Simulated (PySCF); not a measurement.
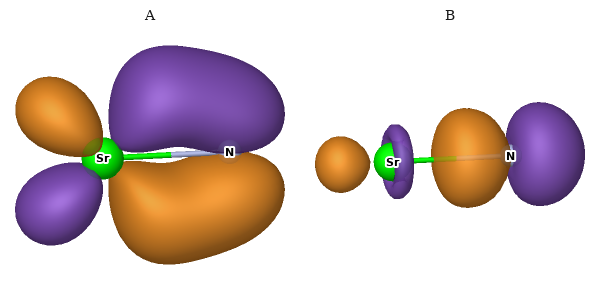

SrN (charge +1, triplet). Two frontier β-spin orbitals, each drawn at the value that holds 80 % of its norm (orange and purple are the two phases), in no order; of a degenerate pair one member is drawn.

Core potentials replace the inner electrons of Sr.

These are results of PySCF, PBE0/def2-SVP, non-relativistic Hamiltonian with scalar-relativistic core potentials where named, at a bond length of 2.345 Å, not measurements.

**Name the orbitals and rank them from lowest to highest energy.**

Orbital B: σ, occupied in this spin, −9.93 eV; mainly on N (75 %).
Orbital A: π, empty in this spin, −6.58 eV; bonding, with no node between the atoms.
